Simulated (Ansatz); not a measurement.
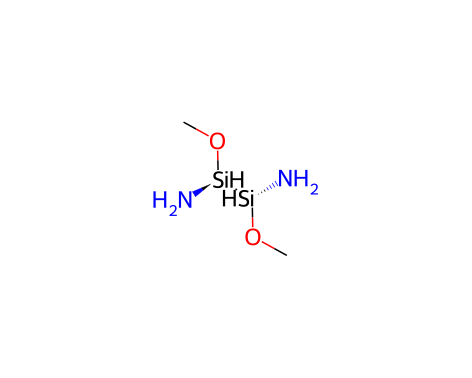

The drawing above gives the connectivity. The geometry was computed by an optimisation with PBE0-D4/def2-TZVP. No frequency run is at hand to confirm it as a minimum.

What does the molecule look like in three dimensions?

The molecule is C2H12N2O2Si2. Its SMILES string is `CO[Si@@H](N)[Si@@H](N)OC`. It has no ring. Among its groups: Si–H bond, Si–O bond, Si–N bond. This geometry has Ci symmetry. Coordination, clear cases only: 2 C tetrahedral; 2 O bent; 2 Si tetrahedral.

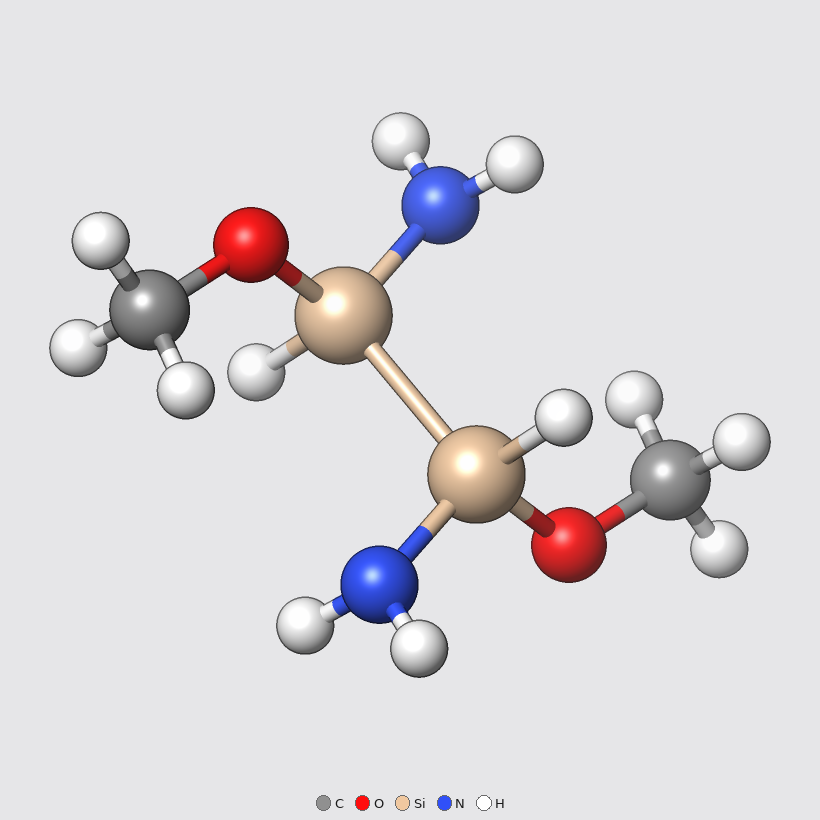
